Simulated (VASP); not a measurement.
```
CELL_PARAMETERS angstrom
      0.00000     2.86361     2.86361
      2.86361     0.00000     2.86361
     11.47186    11.47186    -0.01741
ATOMIC_POSITIONS crystal
  Zn 0.00361 0.00361 0.99730
  Te 0.23275 0.23275 0.07544
  Te 0.24472 0.24472 0.31646
  Te 0.25457 0.25457 0.55907
  Te 0.26550 0.26550 0.80087
  Be 0.98938 0.98938 0.25797
  Be 0.99987 0.99987 0.50010
  Be 0.00961 0.00961 0.74279
```

Computed with PBEsol GGA, VASP's PBE PAW potentials (set 64) (plane waves; VASP). Numerical set-up: 400 eV cut-off, 8×8×2 Γ-centred mesh, tetrahedra with Blöchl corrections, potentials Zn Te Be.

Unless said otherwise, spin-orbit coupling is left out, though it shifts the bands of the heavy elements here.

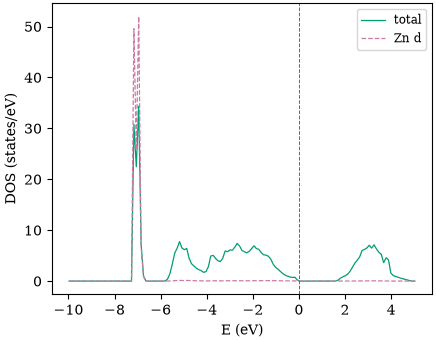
Figure. Total and projected density of states, zero at the valence-band maximum

Within 2 eV below the valence-band maximum the largest weight inside VASP's projection spheres is Te p.

The gap is indirect, 1.59 eV, from the valence maximum at Γ to the conduction minimum at F.

The structure was generated: Be3ZnTe4 was put into an ordered model structure (R3m), which need not be its known phase. It was relaxed first.
